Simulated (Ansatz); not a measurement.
F$_{3}$GeH (SMILES [F][GeH]([F])[F])

Input

```
crystal:
  periodic: [false, false, false]
  atoms:
    - {symbol: F, position_ang: [-0.249762, -0.734065, 1.483023]}
    - {symbol: Ge, position_ang: [0.095565, -0.008659, -0.023333]}
    - {symbol: F, position_ang: [-0.673062, 1.515692, -0.011289]}
    - {symbol: F, position_ang: [-0.708078, -0.943959, -1.203991]}
    - {symbol: H, position_ang: [1.585239, 0.097291, -0.285708]}
basis:
  gaussian: {orbitals: def2-TZVPP}
hamiltonian: {xc: pbe0, dispersion: d4}
output: {orbitals: {seedname: orbitals}}
```

Run with:

```sh
ansatz run in.yaml --threads 2 --pin off --events-out ev --progress --plain --max-ram 22528MiB --backend cpu
```

Geometry: PBE0-D4/def2-TZVP.

Theory: RKS PBE0-D4/def2-TZVPP in Ansatz 0.2.0.

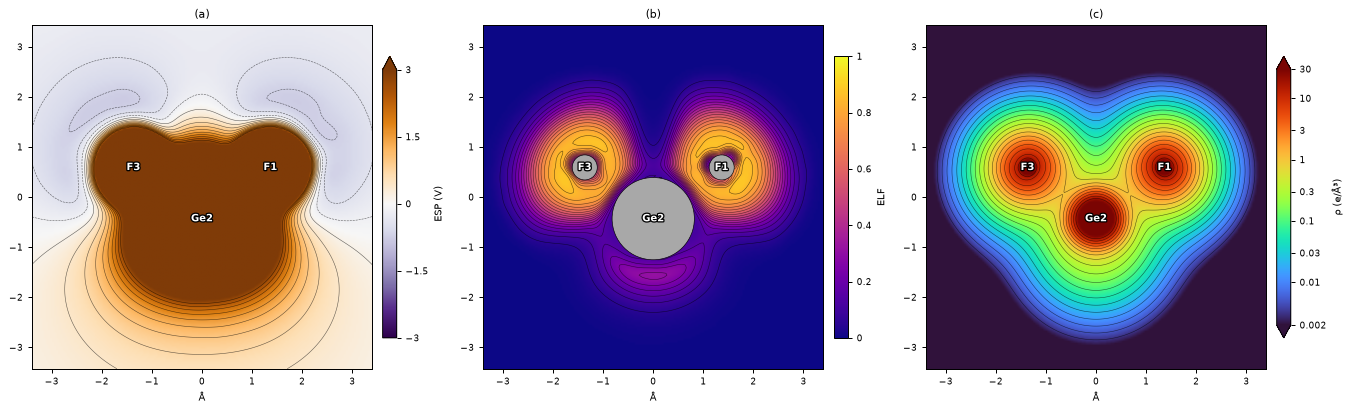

Figure 1. (a) molecular electrostatic potential; (b) electron localisation function; (c) total electron density on the plane of atoms F1, Ge2 and F3. Grey discs cover the atomic cores in the ELF map.

What does the map show?

Answer. Atoms in the plane: F and Ge. Ge–F (1.71 Å): ρ is about 1.1 e/Å³ halfway; the ELF peaks at about 0.80 in the valence shell of F, 0.5 Å from its nucleus, and is about 0.20 at the midpoint. The ELF also peaks beside F3 and F1, away from the bonds: lone-pair regions. Outside the dense part of the molecule the potential is most negative (−0.8 V) near F1 and F3.

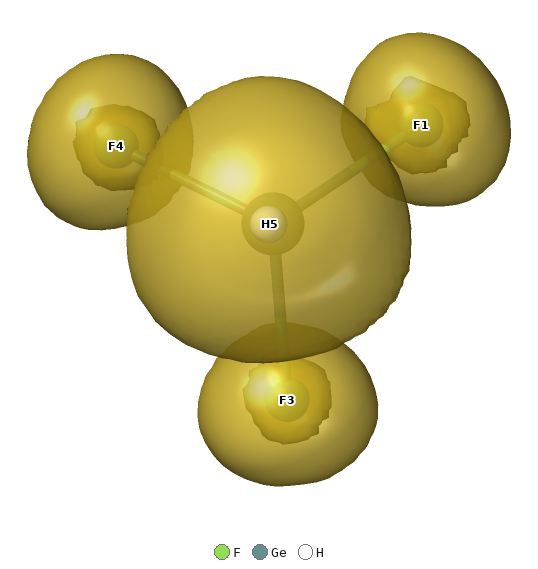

Figure 2. Isosurface of the ELF at 0.75 (yellow), seen across its widest extent. Core shells and regions of very low density are left out.

Where are the electrons localised?

Answer. At this value the surface marks out one region around a hydrogen nucleus and three regions wrapped around F (the valence shell of each). Profiles from the grid: Ge–H (1.52 Å): the ELF climbs to about 1 towards the hydrogen.

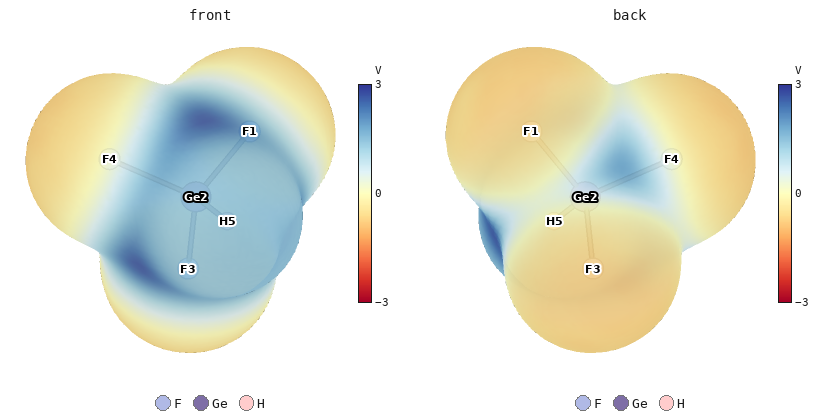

Figure 3. The molecular electrostatic potential painted on the density surface at 0.002 e/bohr³, seen from the front and from behind; red is negative and blue positive.

Describe the electrostatic potential map.

Answer. The most negative region (about −0.8 V) lies over F1, F3 and F4, the most positive (about +2.6 V) over Ge2.
